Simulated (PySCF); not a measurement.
# WOF₂: structure of the singlet

The task is one start of a wider search on WOF₂: the singlet, from a trigonal pyramidal start. It is relaxed, tested by its Hessian and followed downhill if it is a saddle.

Computed with PySCF 2.14.0. Level: PBE0, basis W def2-SVP with ECP60, O def2-SVP, F def2-SVP, scalar-relativistic core potentials, no spin–orbit coupling, density fitting.

### 1 Starting geometry

4 atoms, charge 0, spin multiplicity 1.

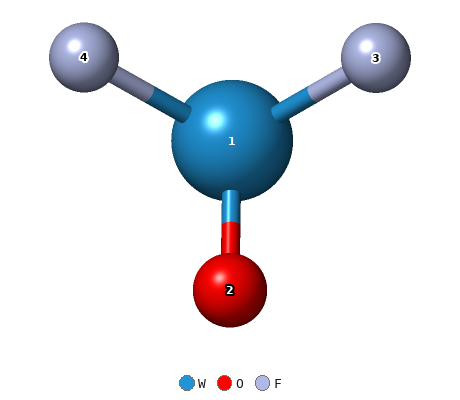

As it starts; tungsten blue, oxygen red, fluorine light blue; atoms are numbered from 1 in the order of the file.

```xyz
4
charge 0 multiplicity 1
W    -0.0183   -0.0317   -0.2065
O    -0.7998   -1.3851    0.6245
F     1.7564   -0.0318    0.7371
F    -0.9057    1.5053    0.7371
```

### 2 Trigonal pyramidal start, singlet: relaxation

The steps below are one call of a driver around PySCF. For each, scf.py gives the equivalent set-up of the SCF; relaxations use the driver's own optimiser. Before each start the driver seeks the lowest SCF state from one or more starting densities and follows internal instabilities, so scf.py alone need not reach the same state.

The program finds Cs symmetry in the start, which this walk keeps. Threshold on the gradient: 0.0003 Eh/bohr, with a further test on the energy change.

File scf.py:

```python
from pyscf import gto, scf, dft
mol = gto.M(atom='''
W     -0.018326    -0.031739    -0.206544
O     -0.799751    -1.385124     0.624456
F      1.756415    -0.031793     0.737055
F     -0.905658     1.505252     0.737058''',
    basis={'W': 'def2-SVP', 'O': 'def2-SVP', 'F': 'def2-SVP'},
    ecp={'W': 'def2-SVP'},
    charge=0, spin=0)
mf = dft.RKS(mol, xc='PBE0')
mf.grids.atom_grid = (50, 194)
aux = {'W': 'def2-universal-JKFIT', 'O': 'def2-universal-JKFIT', 'F': 'def2-universal-JKFIT'}
mf = mf.density_fit(auxbasis=aux)
mf.kernel()
```

The optimiser's trace:

```
step  energy (Eh)  change (kJ/mol)  largest symmetric gradient (Eh/bohr)
   0  -341.515324             0.00                               0.17479
   1  -341.580132          -170.15                               0.06316
   2  -341.602983          -230.15                               0.05790
   3  -341.610589          -250.12                               0.02378
   4  -341.611937          -253.66                               0.03125
   5  -341.614214          -259.63                               0.00822
   6  -341.614478          -260.33                               0.00251
   7  -341.614543          -260.50                               0.00151
   8  -341.614557          -260.54                               0.00017
   9  -341.614557          -260.54                               0.00003
```

The walk took 8.5 s on 4 threads, shared host.

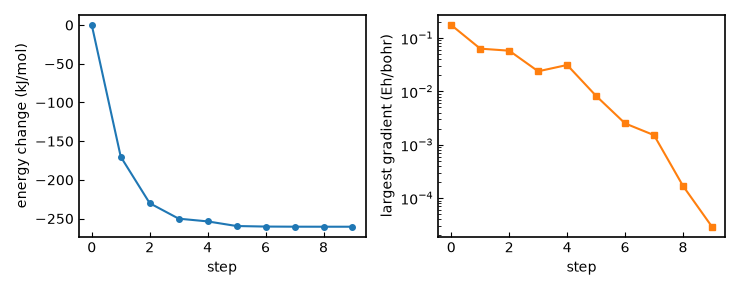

How energy and gradient fall.

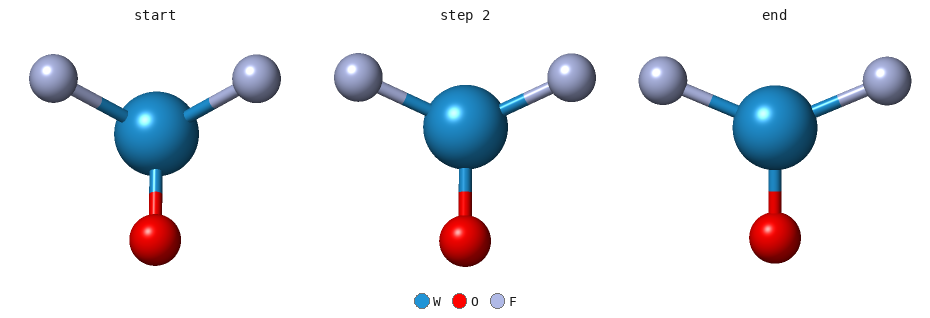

The geometry along the walk, at one scale.

End point (C2v, 9 steps, 260.5 kJ/mol gained): W–F 1.840 Å (×2), W–O 1.670 Å; F–W–F 134.4°, F–W–O 112.8° (×2).

### 3 Vibrations and properties at this point

On the finer grid the gradient is checked again; gradients at displacements of ±0.01 bohr then give force constants and infrared intensities.

scf.py, as its differences from that of step 2:

```diff
@@ -3,4 +3,4 @@
-W     -0.018326    -0.031739    -0.206544
-O     -0.799751    -1.385124     0.624456
-F      1.756415    -0.031793     0.737055
-F     -0.905658     1.505252     0.737058''',
+W     -0.002054    -0.003558    -0.000125
+O     -0.836816    -1.449318    -0.050725
+F      1.823651    -0.229393     0.021615
+F     -1.110407     1.464692     0.021619''',
@@ -11 +11 @@
-mf.grids.atom_grid = (50, 194)
+mf.grids.atom_grid = (75, 302)
```

The driver hands on the density of the step before, so the log starts near convergence.

SCF at the final geometry:

```text
init E= -341.61450962905
  HOMO = -0.253832017745996  LUMO = -0.123951008684788  gap/eV = 3.53424
cycle= 1 E= -341.614509628982  delta_E= 6.84e-11  |g|= 1.95e-05  |ddm|= 1.74e-05
  HOMO = -0.253834278948847  LUMO = -0.123954022856083  gap/eV = 3.53422
cycle= 2 E= -341.614509628311  delta_E= 6.7e-10  |g|= 6.15e-05  |ddm|= 5.38e-05
  HOMO = -0.253832573121187  LUMO = -0.123951804918192  gap/eV = 3.53424
cycle= 3 E= -341.614509629059  delta_E= -7.47e-10  |g|= 1.51e-06  |ddm|= 4.08e-05
  HOMO = -0.253832611295849  LUMO = -0.12395181314109  gap/eV = 3.53424
cycle= 4 E= -341.614509629059  delta_E= -4.55e-13  |g|= 1.53e-07  |ddm|= 9.85e-07
  HOMO = -0.253832558670503  LUMO = -0.123951751898879  gap/eV = 3.53424
Extra cycle  E= -341.614509629057  delta_E= 1.93e-12  |g|= 2.82e-07  |ddm|= 4.51e-07
converged SCF energy = -341.614509629057
```

The whole step took 15 s.

Geometry: C2v; W–F 1.840 Å (×2), W–O 1.670 Å; F–W–F 134.1°, F–W–O 113.0° (×2).

Modes, for the most abundant isotopes:

| symmetry | ω (cm⁻¹) | IR (km/mol) | type |
| --- | --- | --- | --- |
| b1 | 106 | 5.1 | bend |
| a1 | 177 | 4.4 | bend |
| b2 | 234 | 3.7 | bend |
| a1 | 726 | 39.2 | stretch |
| b2 | 750 | 140 | stretch |
| a1 | 1100 | 119 | stretch |

All wavenumbers are real: a minimum.

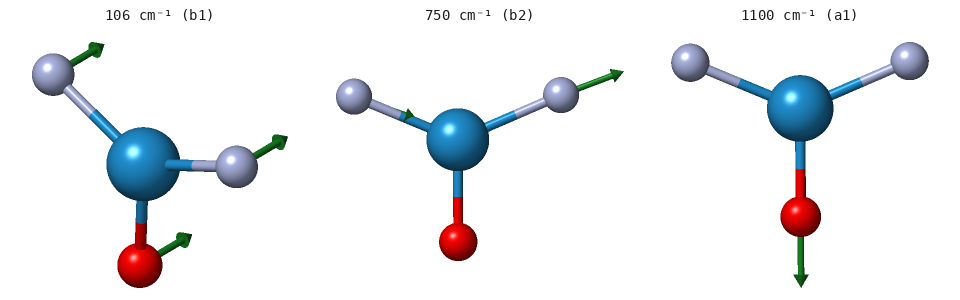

Displacements of 3 of the modes, as arrows (one member where a mode is degenerate).

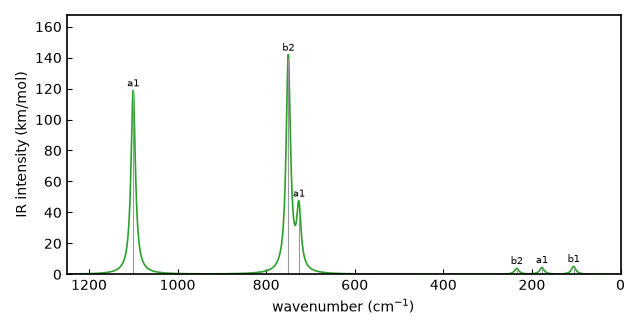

The harmonic infrared spectrum (widths in cm⁻¹). Lines are broadened to a width of 12 cm⁻¹ (Lorentzian).

Constants and moments:

```yaml
Dipole_moment: 1.42 D
Highest_occupied_level: -6.91 eV
Lowest_empty_level: -3.37 eV
Rotational_constants: 0.2626, 0.1546, 0.09732 cm⁻¹
Zero-point_energy: 18.5 kJ/mol
Principal_polarisabilities: 32.6, 38.3, 42.5 bohr³
Atomisation_energy_without_zero-point_energy: 1816 kJ/mol
Principal_traceless_quadrupole_moments_about_the_centre_of_mass: -2.36, -0.05, 2.40 D Å
Entropy_at_298.15_K_and_1_bar: 312.1 J/(mol K)
Heat_capacity_Cp_at_298.15_K: 64.2 J/(mol K)
Enthalpy_at_298.15_K_above_0_K: 15.30 kJ/mol
Rotational_symmetry_number: 2
```

Populations by atom (charges in e):

```csv
atom,Mulliken,Löwdin,polar tensor,Mayer order to W1
W1,0.90,0.29,1.63,–
O2,-0.27,-0.07,-0.64,2.34
"F3,4",-0.32,-0.11,-0.50,1.10
```

Outer orbital energies (eV). occupied: -13.78, -13.71, -13.30, -13.13, -11.69, -11.58, -11.05, -6.91; empty: -3.37, -2.51, -0.65, -0.40.

Mulliken populations on W1 (outside its core potential): s 2.95, p 6.25, d 3.73, f 0.17.

### 4 Would spin polarisation lower it?

At the lowest minimum the closed shell is tested against spin polarisation, on the (50, 194) grid. It is unstable: an open-shell solution lies lower. That solution was not followed to a minimum here.

### 5 What came out

| quantity | value |
| --- | --- |
| minimum | singlet, C2v (closed shell, unstable towards spin polarisation) |
| geometry | W–F 1.840 Å (×2), W–O 1.670 Å; F–W–F 134.1°, F–W–O 113.0° (×2) |
| wavenumbers (cm⁻¹) | 106 (b1), 177 (a1), 234 (b2), 726 (a1), 750 (b2), 1100 (a1) |
| dipole moment | 1.42 D |
| highest occupied, lowest empty level | -6.91, -3.37 eV |
| polar-tensor charge of W1 | +1.63 e |
| zero-point energy | 18.5 kJ/mol |

**Reading.** The trigonal pyramidal start (Cs) ends in a minimum of C2v symmetry. The strongest infrared band lies at 750 cm⁻¹ (b2, stretch). Other starts or spin states, not run here, may lie lower. The closed shell proved unstable towards spin polarisation, so a lower open-shell solution exists. Spin–orbit coupling, left out here, can matter for elements this heavy.

The search up to here took 28 s.
